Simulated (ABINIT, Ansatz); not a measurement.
**A GW run on K2H4Pt (I4/mmm) in ABINIT, with inputs changed**

Aim: change inputs of a GW run on K2H4Pt (I4/mmm) and see what moves.

Method: PBEsol and many-body steps on it, plane waves, in ABINIT 10.8.3.

### 1. Set-up

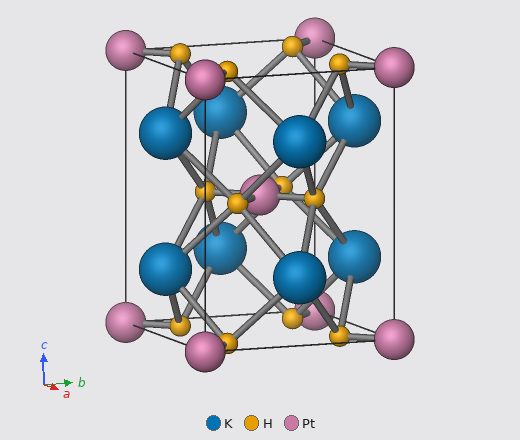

Start, viewed slightly off an axis; potassium blue, hydrogen orange, platinum pink. This picture shows the conventional cell, with its axes. Some periodic images of atoms are drawn too.

The cell and positions are those that the Materials Project relaxed with its own functionals (PBE, PBE+U or r2SCAN), kept fixed. Spin-orbit coupling is left out unless a step names it.

### 2. Screening, 2×2×2 mesh, 104 bands, screening to 114.3 eV

This step: ABINIT 10.8.3; RPA screening on PBEsol, plane waves, norm-conserving pseudopotentials.

The RPA dielectric matrix is built and inverted for each q.

run.abi

```
acell 3*1.0 Angstrom
rprim 
  -2.874560180000 2.874560180000 3.861188830000
  2.874560180000 -2.874560180000 3.861188830000
  2.874560180000 2.874560180000 -3.861188830000
ntypat 3
znucl 19 1 78
natom 7
typat 1 1 2 2 2 2 3
xred 
  0.250000000000 0.750000000000 0.500000000000
  0.750000000000 0.250000000000 0.500000000000
  0.202788050000 0.797211950000 0.000000000000
  0.202788050000 0.202788050000 0.405576100000
  0.797211950000 0.202788050000 0.000000000000
  0.797211950000 0.797211950000 0.594423900000
  0.000000000000 0.000000000000 0.000000000000
pp_dirpath "pseudos"
pseudos "K.upf, H.upf, Pt.upf"
ecut 38
ngkpt 2 2 2
nshiftk 1
shiftk 0 0 0
kptopt 1
chksymbreak 0
istwfk *1
occopt 1
irdwfk 1
optdriver 3
nband 104
ecuteps 4.2
inclvkb 2
awtr 1
symchi 1
indata_prefix "in"
outdata_prefix "out"
tmpdata_prefix "tmp"
```

Launch:

```bash
$ OMP_NUM_THREADS=1 mpirun -n 4 abinit run.abi > log
```

The program printed:

```text
.Version 10.8.3 of ABINIT. v10.8.2 released Aug 2026.

 Symmetries : space group I4/m m m (#139); Bravais tI (body-center tetrag.)
[... echo of the input left out ...]
== DATASET  1 ==================================================================
-   mpi_nproc: 4, omp_nthreads: 1 (-1 if OMP is not activated)

--- !DatasetInfo
iteration_state: {dtset: 1, }
dimensions: {natom: 7, nkpt: 4, mband: 104, nsppol: 1, nspinor: 1, nspden: 1, mpw: 9692, }
cutoff_energies: {ecut:  38.0, pawecutdg:  -1.0, }
electrons: {nelect:   4.00000000E+01, charge:   0.00000000E+00, occopt:   1.00000000E+00, tsmear:   1.00000000E-02, }

 SCREENING: Calculation of the susceptibility and dielectric matrices

 Based on a program developped by R.W. Godby, V. Olevano, G. Onida, and L. Reining.
 Incorporated in ABINIT by V. Olevano, G.-M. Rignanese, and M. Torrent.
.Using double precision arithmetic ; gwpc =  8

[... cell and pseudopotentials left out ...]
--------------------------------------------------------------------------------

 ==== K-mesh for the wavefunctions ====
 Number of points in the irreducible wedge :     4
[... list of points left out ...]
 Together with 16 symmetry operations and time-reversal symmetry
 yields     8 points in the full Brillouin Zone.

 ==== Q-mesh for the screening function ====
 Number of points in the irreducible wedge :     4
[... list of points left out ...]
 Together with 16 symmetry operations and time-reversal symmetry
 yields     8 points in the full Brillouin Zone.

 setmesh: FFT mesh size selected  =    45x   45x   45
          total number of points  =        91125

 vcoul_init : cutoff-mode = AUXILIARY_FUNCTION
 q-points for optical limit:   1
     1)      0.000010    0.000020    0.000030

- screening: taking advantage of time-reversal symmetry
- Maximum band index for partially occupied states nbvw = 20
- Remaining bands to be divided among processors   nbcw = 84
- Number of bands treated by each node ~21

 Number of electrons calculated from density =   40.0000; Expected =   40.0000
 average of density, n =  0.046445
 r_s =    1.7258
 omega_plasma =   20.7886 [eV]

 calculating chi0 at frequencies [eV] :
  1    0.000000E+00    0.000000E+00
  2    0.000000E+00    2.078861E+01

--------------------------------------------------------------------------------
  q-point number  1        q = ( 0.000000, 0.000000, 0.000000) [r.l.u.]
--------------------------------------------------------------------------------
[... chi0 elements left out ...]
 For q-point:  0.000010 0.000020 0.000030
  dielectric constant =   2.8154
  dielectric constant without local fields =   3.6549

  Average fulfillment of the sum rule on Im[epsilon] for q-point    1 :     54.76  [%]
[... wings left out ...]
  q-point number  2        q = ( 0.500000, 0.000000, 0.000000) [r.l.u.]
--------------------------------------------------------------------------------
[... chi0 elements left out ...]
  Average fulfillment of the sum rule on Im[epsilon] for q-point    2 :     61.96  [%]

 [... 2 further q-points ...]
```

Wall time 29 s (4 MPI ranks of Intel Xeon Platinum 8488C (Sapphire Rapids), shared host); peak memory 1.8 GiB; 1.9 min of CPU time.

This step gave:

| Property | Result |
| --- | --- |
| ε∞ with local fields, on this mesh, along the program's q direction | 2.815 |
| the same without local fields | 3.655 |
| plasma frequency | 20.79 eV |
| plane waves in the screening matrix | 339 |

Local fields lower ε∞ by 23 %. On a Γ-centred mesh this coarse the value itself is usually too large, while a short band sum pulls it down.

### 3. Base

The self-energy is evaluated for the states that the input lists, and the levels follow from it, in one-shot runs by the linearised quasiparticle equation.

This step: G0W0 on PBEsol, plane waves, norm-conserving pseudopotentials.

Edit run.abi of step 2 so:

```diff
@@ -28,8 +28,19 @@
 irdwfk 1
-optdriver 3
+optdriver 4
 nband 104
+gwcalctyp 0
+ecutsigx 38
+symsigma 1
+nkptgw 3
+kptgw 
+  0.5000000000 0.5000000000 0.0000000000
+  0.5000000000 0.5000000000 0.5000000000
+  0.0000000000 0.0000000000 0.0000000000
+bdgw 
+  19 22
+  18 22
+  18 22
 ecuteps 4.2
-inclvkb 2
-awtr 1
-symchi 1
+irdscr 1
+ppmodel 1
 indata_prefix "in"
```

The program printed:

```text
.Version 10.8.3 of ABINIT. v10.8.2 released Aug 2026.

 Symmetries : space group I4/m m m (#139); Bravais tI (body-center tetrag.)
[... echo of the input left out ...]
== DATASET  1 ==================================================================
-   mpi_nproc: 4, omp_nthreads: 1 (-1 if OMP is not activated)

--- !DatasetInfo
iteration_state: {dtset: 1, }
dimensions: {natom: 7, nkpt: 4, mband: 104, nsppol: 1, nspinor: 1, nspden: 1, mpw: 9692, }
cutoff_energies: {ecut:  38.0, pawecutdg:  -1.0, }
electrons: {nelect:   4.00000000E+01, charge:   0.00000000E+00, occopt:   1.00000000E+00, tsmear:   1.00000000E-02, }

 SIGMA: Calculation of the GW corrections

 Based on a program developped by R.W. Godby, V. Olevano, G. Onida, and L. Reining.
 Incorporated in ABINIT by V. Olevano, G.-M. Rignanese, and M. Torrent.
.Using double precision arithmetic ; gwpc =  8

[... cell and pseudopotentials left out ...]
--------------------------------------------------------------------------------

 ==== K-mesh for the wavefunctions ====
 Number of points in the irreducible wedge :     4
[... list of points left out ...]
 Together with 16 symmetry operations and time-reversal symmetry
 yields     8 points in the full Brillouin Zone.

 ==== Q-mesh for screening function ====
 Number of points in the irreducible wedge :     4
[... list of points left out ...]
 Together with 16 symmetry operations and time-reversal symmetry
 yields     8 points in the full Brillouin Zone.

 vcoul_init : cutoff-mode = AUXILIARY_FUNCTION
 q-points for optical limit:   1
     1)      0.000010    0.000020    0.000030
 setmesh: FFT mesh size selected  =    72x   72x   72
          total number of points  =       373248

 Number of electrons calculated from density =   40.0000; Expected =   40.0000
 average of density, n =  0.046445
 r_s =    1.7258
 omega_plasma =   20.7886 [eV]

 === KS Band Gaps ===
  >>>> For spin  1
   Minimum direct gap =   2.6251 [eV], located at k-point      :   0.5000  0.5000  0.5000
   Fundamental gap    =   2.6060 [eV], Top of valence bands at :   0.5000  0.5000  0.0000
                                       Bottom of conduction at :   0.5000  0.5000  0.5000
 SIGMA fundamental parameters:
 PLASMON POLE MODEL  1
 number of plane-waves for SigmaX                 9657
 number of plane-waves for SigmaC and W            339
 number of plane-waves for wavefunctions          9657
 number of bands                                   104
 number of independent spin polarizations            1
 number of spinorial components                      1
 number of k-points in IBZ                           4
 number of q-points in IBZ                           4
 number of symmetry operations                      16
 number of k-points in BZ                            8
 number of q-points in BZ                            8
 number of frequencies for dSigma/dE                 9
 frequency step for dSigma/dE [eV]                0.25
 number of omega for Sigma on real axis              0
 max omega for Sigma on real axis  [eV]           0.00
 zcut for avoiding poles [eV]                     0.10

 EPSILON^-1 parameters (SCR file):
 dimension of the eps^-1 matrix on file            339
 dimension of the eps^-1 matrix used               339
 number of plane-waves for wavefunctions          9657
 number of bands                                   104
 number of q-points in IBZ                           4
 number of frequencies                               2
 number of real frequencies                          1
 number of imag frequencies                          1

 matrix elements of self-energy operator (all in [eV])

 Perturbative Calculation

--- !SelfEnergy_ee
iteration_state: {dtset: 1, }
kpoint     : [   0.500,    0.500,    0.000, ]
spin       : 1
KS_gap     :    3.641
QP_gap     :    5.441
Delta_QP_KS:    1.800
data: !SigmaeeData |
     Band     E0 <VxcDFT>   SigX SigC(E0)      Z dSigC/dE  Sig(E)    E-E0       E
       19   0.814 -19.621 -23.952   3.892   0.787  -0.271 -19.966  -0.345   0.470
       20   1.111 -17.314 -20.766   2.818   0.798  -0.253 -17.820  -0.506   0.605
       21   4.752 -10.342  -6.670  -2.153   0.852  -0.174  -9.048   1.294   6.046
       22   5.795  -8.415  -4.471  -2.504   0.855  -0.170  -7.184   1.230   7.026

--- !SelfEnergy_ee
iteration_state: {dtset: 1, }
kpoint     : [   0.500,    0.500,    0.500, ]
spin       : 1
KS_gap     :    2.625
QP_gap     :    4.185
Delta_QP_KS:    1.559
data: !SigmaeeData |
     Band     E0 <VxcDFT>   SigX SigC(E0)      Z dSigC/dE  Sig(E)    E-E0       E
       18   0.819 -19.638 -23.972   3.898   0.787  -0.271 -19.981  -0.343   0.476
       19   0.819 -19.638 -23.972   3.898   0.787  -0.271 -19.981  -0.343   0.476
[...]
--- !SelfEnergy_ee
iteration_state: {dtset: 1, }
kpoint     : [   0.000,    0.000,    0.000, ]
spin       : 1
KS_gap     :    4.989
QP_gap     :    6.983
Delta_QP_KS:    1.994
data: !SigmaeeData |
     Band     E0 <VxcDFT>   SigX SigC(E0)      Z dSigC/dE  Sig(E)    E-E0       E
[...]
20   0.797 -17.067 -20.605   2.892   0.792  -0.263 -17.579  -0.512   0.285
       21   5.785  -8.441  -4.168  -2.530   0.851  -0.176  -6.958   1.482   7.268
       22   6.309  -7.737  -3.708  -2.757   0.861  -0.161  -6.642   1.095   7.404

== END DATASET(S) ==============================================================
================================================================================

 -outvars: echo values of variables after computation  --------
           etotal      0.0000000000E+00
            nband         104
             nkpt           4
          spgroup         139
 [... the other variables as echoed above ...]

 Calculation completed.
```

Run time: 15 s. Hardware: 4 MPI ranks; peak memory 1.7 GiB.

Numbers from this step:

```yaml
g0w0_gap_on_the_points_computed: 4.164 eV
starting_gap_on_the_mesh: 2.606 eV
k_of_the_valence_top: 0.5, 0.5, 0
k_of_the_conduction_bottom: 0.5, 0.5, 0.5
z_at_the_valence_top: 0.798
z_at_the_conduction_bottom: 0.858
least_direct_g0w0_gap_on_the_computed_points: 4.185 eV
```

The gap on the mesh goes from 2.61 eV to 4.16 eV, a correction of +1.56 eV.

### 4. Scissors in G

Edit run.abi of step 3 so:

```diff
@@ -45,2 +45,3 @@
 ppmodel 1
+mbpt_sciss 0.5 eV
 indata_prefix "in"
```

The program printed:

```text
.Version 10.8.3 of ABINIT. v10.8.2 released Aug 2026.

 Symmetries : space group I4/m m m (#139); Bravais tI (body-center tetrag.)
[... echo of the input left out ...]
== DATASET  1 ==================================================================
-   mpi_nproc: 4, omp_nthreads: 1 (-1 if OMP is not activated)

--- !DatasetInfo
iteration_state: {dtset: 1, }
dimensions: {natom: 7, nkpt: 4, mband: 104, nsppol: 1, nspinor: 1, nspden: 1, mpw: 9692, }
cutoff_energies: {ecut:  38.0, pawecutdg:  -1.0, }
electrons: {nelect:   4.00000000E+01, charge:   0.00000000E+00, occopt:   1.00000000E+00, tsmear:   1.00000000E-02, }

 SIGMA: Calculation of the GW corrections

 Based on a program developped by R.W. Godby, V. Olevano, G. Onida, and L. Reining.
 Incorporated in ABINIT by V. Olevano, G.-M. Rignanese, and M. Torrent.
.Using double precision arithmetic ; gwpc =  8

[... cell and pseudopotentials left out ...]
--------------------------------------------------------------------------------

 ==== K-mesh for the wavefunctions ====
 Number of points in the irreducible wedge :     4
[... list of points left out ...]
 Together with 16 symmetry operations and time-reversal symmetry
 yields     8 points in the full Brillouin Zone.

 ==== Q-mesh for screening function ====
 Number of points in the irreducible wedge :     4
[... list of points left out ...]
 Together with 16 symmetry operations and time-reversal symmetry
 yields     8 points in the full Brillouin Zone.

 vcoul_init : cutoff-mode = AUXILIARY_FUNCTION
 q-points for optical limit:   1
     1)      0.000010    0.000020    0.000030
 setmesh: FFT mesh size selected  =    72x   72x   72
          total number of points  =       373248

 Number of electrons calculated from density =   40.0000; Expected =   40.0000
[...]
number of plane-waves for wavefunctions          9657
 number of bands                                   104
 number of q-points in IBZ                           4
 number of frequencies                               2
 number of real frequencies                          1
 number of imag frequencies                          1

 matrix elements of self-energy operator (all in [eV])

 Perturbative Calculation

--- !SelfEnergy_ee
iteration_state: {dtset: 1, }
kpoint     : [   0.500,    0.500,    0.000, ]
spin       : 1
KS_gap     :    3.641
QP_gap     :    5.487
Delta_QP_KS:    1.846
data: !SigmaeeData |
     Band     E0 <VxcDFT>   SigX SigC(E0)      Z dSigC/dE  Sig(E)    E-E0       E
       19   0.814 -19.621 -23.952   3.905   0.787  -0.271 -19.956  -0.335   0.480
       20   1.111 -17.314 -20.766   2.838   0.799  -0.252 -17.804  -0.490   0.621
       21   4.752 -10.342  -6.670  -2.168   0.853  -0.173  -8.986   1.356   6.108
[...]
--- !SelfEnergy_ee
iteration_state: {dtset: 1, }
kpoint     : [   0.500,    0.500,    0.500, ]
spin       : 1
KS_gap     :    2.625
QP_gap     :    4.229
Delta_QP_KS:    1.603
data: !SigmaeeData |
     Band     E0 <VxcDFT>   SigX SigC(E0)      Z dSigC/dE  Sig(E)    E-E0       E
[...]
--- !SelfEnergy_ee
iteration_state: {dtset: 1, }
kpoint     : [   0.000,    0.000,    0.000, ]
spin       : 1
KS_gap     :    4.989
QP_gap     :    7.033
Delta_QP_KS:    2.045
data: !SigmaeeData |
     Band     E0 <VxcDFT>   SigX SigC(E0)      Z dSigC/dE  Sig(E)    E-E0       E
[...]
21   5.785  -8.441  -4.168  -2.542   0.851  -0.175  -6.893   1.548   7.333
       22   6.309  -7.737  -3.708  -2.765   0.862  -0.161  -6.579   1.158   7.467

== END DATASET(S) ==============================================================
================================================================================

 -outvars: echo values of variables after computation  --------
           etotal      0.0000000000E+00
            nband         104
             nkpt           4
          spgroup         139
 [... the other variables as echoed above ...]

 Calculation completed.
```

Elapsed: 18 s, on 4 MPI ranks; peak memory 1.6 GiB.

Numbers from this step:

- G0W0 gap on the points computed: 4.208 eV
- starting gap on the mesh: 2.606 eV
- k of the valence top: 0.5, 0.5, 0
- k of the conduction bottom: 0.5, 0.5, 0.5
- Z at the valence top: 0.799
- Z at the conduction bottom: 0.859
- least direct G0W0 gap on the computed points: 4.229 eV

(Continued in part 2 of 2.)

[Paths, hosts, dates, memory and timing lines, banners, echoed tables and standing remarks are left out of the program output.]

[Logs are printed without paths, hosts, clocks, repeated set-up lines and the standing remarks that a program may print on its own settings, such as how far it seeks lower states.]

[Runs of the session that timed out or met a known fault of the program may be left out.]

[Hosts, paths, dates, database ids (printed as entryN), source tags and the programs' standing remarks are cut or masked in the printed files.]

[G0W0 gaps are taken among the corrected bands and points alone; a level outside them can change the order at an edge.]

[Where Ansatz stands beside ABINIT at settings called matched, ABINIT's density can come from a denser mesh and the files from another edition; pairs whose starting gaps differed by over 0.03 eV were left out, so agreement reads better than it is.]
